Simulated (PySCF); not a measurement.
# AlH3Cl− (SMILES [AlH3-][Cl]) at CCSDTQ/STO-3G

What is the energy change on altering one bond length of AlH3Cl− at CCSDTQ/STO-3G? The job is set up through a Python script.

The calculation is run with PySCF 2.14.0.

12 further runs of the same task are left out: 1 that didn't finish, 11 set aside as unsound or not needed.

## 1. The molecule

AlH3Cl− has 5 atoms, charge -1, and is taken as a singlet. SMILES: `[AlH3-][Cl]`. Geometry: a GFN2-xTB relaxation, a rough one for these elements and not checked as a minimum.

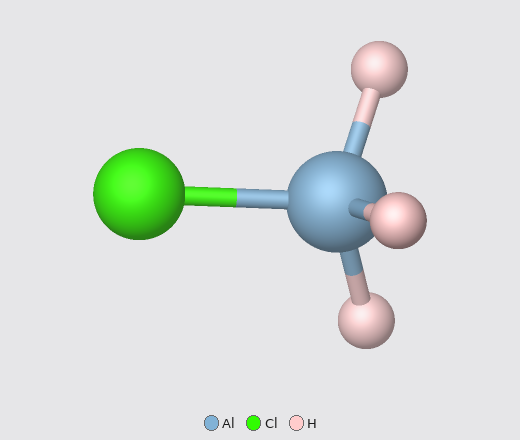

Viewed from a chosen angle; aluminium light blue, chlorine green, hydrogen pink.

## 2. The energy at CCSDTQ/STO-3G

The input, calc.py:

```python
# [AlH3-][Cl]
from pyscf import gto, scf, cc

mol = gto.M(
    atom='''
Al   0.109160  -0.000440  -0.082500
Cl  -1.562720  -0.002110   1.184250
H    0.226090   1.478490  -0.704190
H   -0.160190  -1.106410  -1.218300
H    1.387660  -0.369540   0.820730
''',
    max_memory=1860,
    basis='sto-3g',
    verbose=3,
    charge=-1,
)

mf = scf.RHF(mol)
mf.conv_tol = 1e-10
mf.kernel()
if not mf.converged:
    mf = mf.newton().run(mf.mo_coeff, mf.mo_occ)

mycc = cc.CCSDTQ(mf, frozen=10)
mycc.kernel()
e_tot = mycc.e_tot
print('E = %.10f Eh' % e_tot)
```

Command:

```bash
$ OMP_NUM_THREADS=1 python calc.py
```

The program printed:

```text
converged SCF energy = -695.309688128955
_make_eris_incore_RCCSDTQ
RCCSDTQ converged
E(RCCSDTQ) = -695.3622186666012   E_corr = -0.05253053764583914
E_corr(same-spin) = -0.00113370900448494
E_corr(oppo-spin) = -0.0513968286413542
E = -695.3622186666 Eh
```

It took 7.5 s on 1 thread of Arm Neoverse N1, shared host; peak memory 0.12 GiB.

## 3. The distorted shape at the same level

The input, input.xyz:

```xyz
5
AlClH3
Al     0.085778    -0.296180     0.041819
Cl    -1.586102    -0.297850     1.308569
H      0.226090     1.478490    -0.704190
H     -0.183572    -1.402150    -1.093981
H      1.364278    -0.665280     0.945049
```

The input, job.py:

```python
from pyscf import gto, scf, cc

molecule = gto.M(
    atom='input.xyz',
    charge=-1,
    max_memory=1860,
    basis='sto-3g',
    verbose=3,
)

mf = scf.RHF(molecule)
mf.conv_tol = 1e-10
mf.kernel()
if not mf.converged:
    mf = mf.newton().run(mf.mo_coeff, mf.mo_occ)

mycc = cc.CCSDTQ(mf, frozen=10)
mycc.kernel()
e_tot = mycc.e_tot
print('E(%s) = %.9f' % ('CCSDTQ', e_tot))
```

Command:

```bash
$ OMP_NUM_THREADS=1 python job.py
```

The program printed:

```text
converged SCF energy = -695.262479770188
_make_eris_incore_RCCSDTQ
RCCSDTQ converged
E(RCCSDTQ) = -695.3231105541196   E_corr = -0.06063078393131758
E_corr(same-spin) = -0.00138811150794302
E_corr(oppo-spin) = -0.0592426724233746
E(CCSDTQ) = -695.323110554
```

It took 8.4 s on 1 thread of Arm Neoverse N1, shared host; peak memory 0.12 GiB.

## 4. Summary of results

Level: CCSDTQ/STO-3G, 10 core orbitals frozen.

| quantity | value |
| --- | --- |
| first shape: total energy | -695.36222 Eh |
| first shape: HOMO energy (Hartree–Fock orbitals) | -2.14 eV |
| first shape: LUMO energy (Hartree–Fock orbitals) | 20.19 eV |
| first shape: HOMO–LUMO gap (to an unbound level, set by the basis) | 22.32 eV |
| first shape: correlation energy (10 core orbitals frozen) | -52.5 mEh |
| first shape: T1 diagnostic | 0.005 |
| distorted shape: total energy | -695.32311 Eh |
| distorted shape: HOMO energy (Hartree–Fock orbitals) | -1.23 eV |
| distorted shape: LUMO energy (Hartree–Fock orbitals) | 17.77 eV |
| distorted shape: HOMO–LUMO gap (to an unbound level, set by the basis) | 19.00 eV |
| distorted shape: correlation energy (10 core orbitals frozen) | -60.6 mEh |
| distorted shape: T1 diagnostic | 0.008 |
| energy change with the Al1–H3 bond stretched from 1.609 to 1.930 Å | 1.064 eV |

In words: With the Al1–H3 bond stretched from 1.609 to 1.930 Å the energy rises by 1.06 eV (103 kJ/mol). The first shape isn't relaxed at this level, so the change isn't measured from a minimum. The minimal basis adds a large error of its own. Mulliken charges (first shape) of the mean-field density run from -0.67 on Cl2 to +0.82 on Al1.
